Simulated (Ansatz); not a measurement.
# C₃H₈O₃: what the fields show

The calculation's input:

```
crystal:
  periodic: [false, false, false]
  atoms:
    - { symbol: C, position_ang: [-0.1362, -1.6081, -0.2251] }
    - { symbol: C, position_ang: [0.2207, -0.149, 0.1283] }
    - { symbol: O, position_ang: [1.3913, 0.2129, -0.5535] }
    - { symbol: O, position_ang: [0.5754, -0.0614, 1.5121] }
    - { symbol: C, position_ang: [-0.859, 0.873, -0.2601] }
    - { symbol: O, position_ang: [-0.4051, 2.2017, 0.1434] }
    - { symbol: H, position_ang: [-0.3171, -1.6622, -1.3115] }
    - { symbol: H, position_ang: [0.6368, -2.2597, 0.038] }
    - { symbol: H, position_ang: [-1.0927, -1.844, 0.333] }
    - { symbol: H, position_ang: [2.059, -0.4911, -0.2899] }
    - { symbol: H, position_ang: [0.3289, 0.8612, 1.7776] }
    - { symbol: H, position_ang: [-1.7759, 0.6953, 0.3102] }
    - { symbol: H, position_ang: [-1.0988, 0.9245, -1.3361] }
    - { symbol: H, position_ang: [0.4599, 2.2778, -0.2375] }
basis:
  gaussian: { orbitals: "6-31G" }
hamiltonian:
  xc: pbe0
relax:
  f_tol: 0.02
  max_steps: 40
scf:
  lower_state_search: "off"
output:
  orbitals: {}
```

Run with:

```sh
ansatz run input.yaml --threads 1 --pin off --max-ram 2048MiB --backend cpu --events-out ev --progress --plain --runs-dir out
```

The fields are those of the relaxed geometry.

The calculation used Ansatz, RKS PBE0/6-31G.

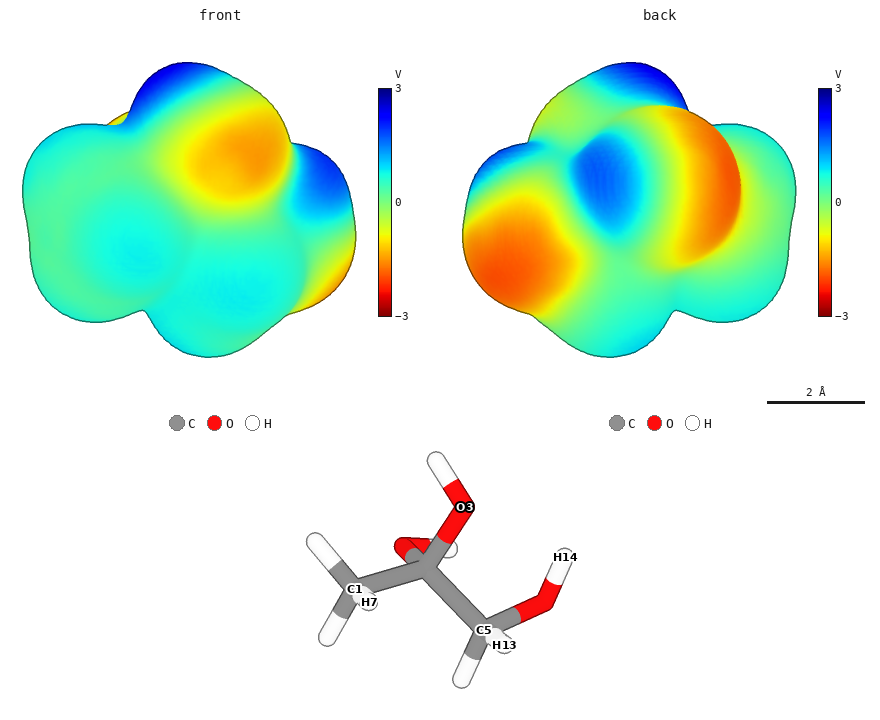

Figure 1. The molecular electrostatic potential painted on the density surface at 0.002 e/bohr³, seen from the front and from behind; red is negative and blue positive. The bare structure is drawn below in the same view.

Q: Describe the electrostatic potential map.

A: The most negative region (about −1.9 V) lies over O4 and O6, the most positive (about +2.4 V) over H10.

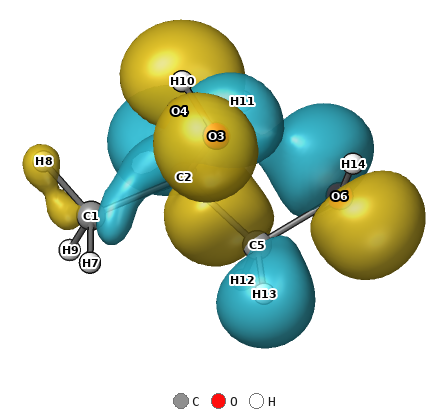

Figure 2. The HOMO at ±0.08 Å⁻³ᐟ² (yellow and cyan are the two phases), seen at a tilt.

Q: What is the character of this orbital?

A: By Hirshfeld shares it lies mainly on O4 (about 35 %), O6 (about 25 %), O3 (about 15 %), C5 (about 10 %) and C2 (about 5 %); largely a combination of lone pairs on O4, O6 and O3. Its energy is −7.78 eV.

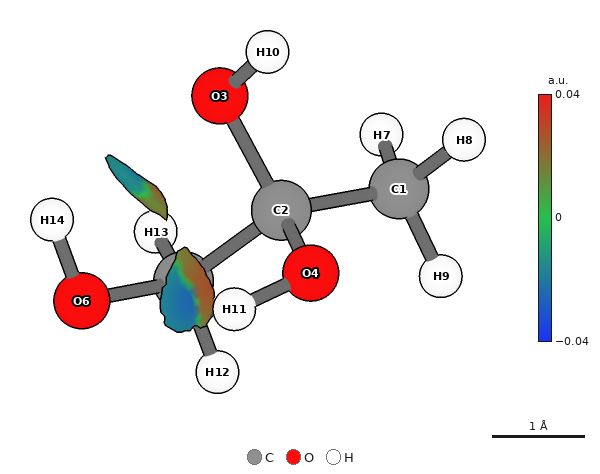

Figure 3. Non-covalent interaction (NCI) plot: the surface where the reduced density gradient is 0.5, for densities under 0.05 a.u., coloured by sign(λ₂)ρ; seen at an oblique angle.

Q: What holds or crowds the atoms apart from the covalent bonds?

A:
- H11···O6 (2.2 Å): a hydrogen bond (blue, attractive)
- H14···O3 (2.3 Å): a hydrogen bond (blue, attractive)

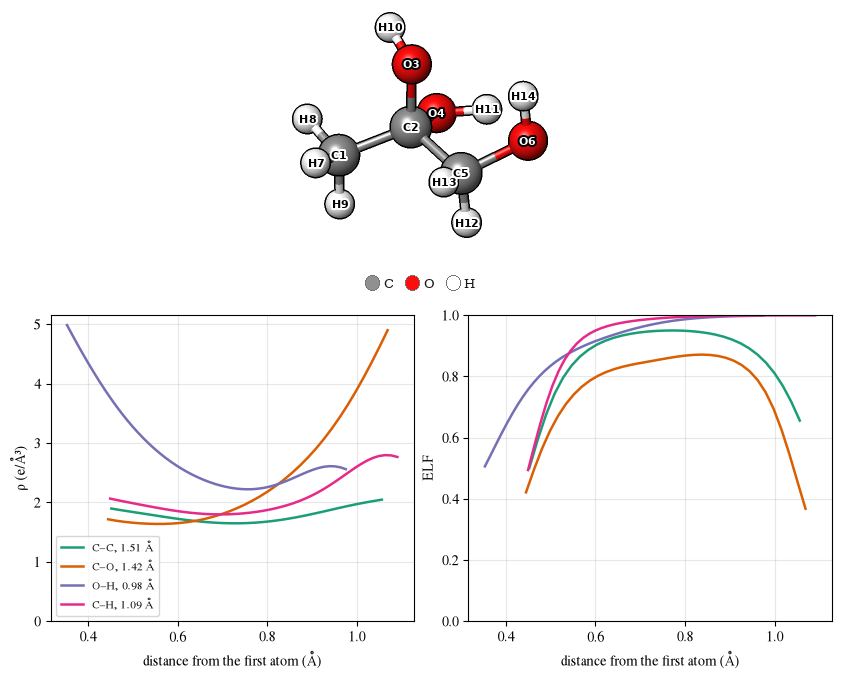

Figure 4. Total electron density and ELF along straight lines between neighbouring atoms. The curves leave out the atomic cores. The structure is drawn too.

Q: Compare the contacts.

A: C–C (1.51 Å): ρ is about 1.7 e/Å³ halfway; the ELF peaks at about 0.95 between the atoms, as expected for a shared electron pair.
C–O (1.42 Å): ρ is about 1.8 e/Å³ halfway, with its minimum of 1.6 e/Å³ about 0.6 Å from C; the ELF peaks at about 0.85 between the atoms, as expected for a shared but strongly polarised pair.
O–H (0.98 Å): ρ is about 3.4 e/Å³ halfway; the ELF climbs to about 1 towards the hydrogen, as it does in any bond to H: a covalent bond by its length.
C–H (1.09 Å): the density is about 1.9 e/Å³ at the midpoint; the ELF climbs to about 1 towards the hydrogen; a covalent bond by its length.
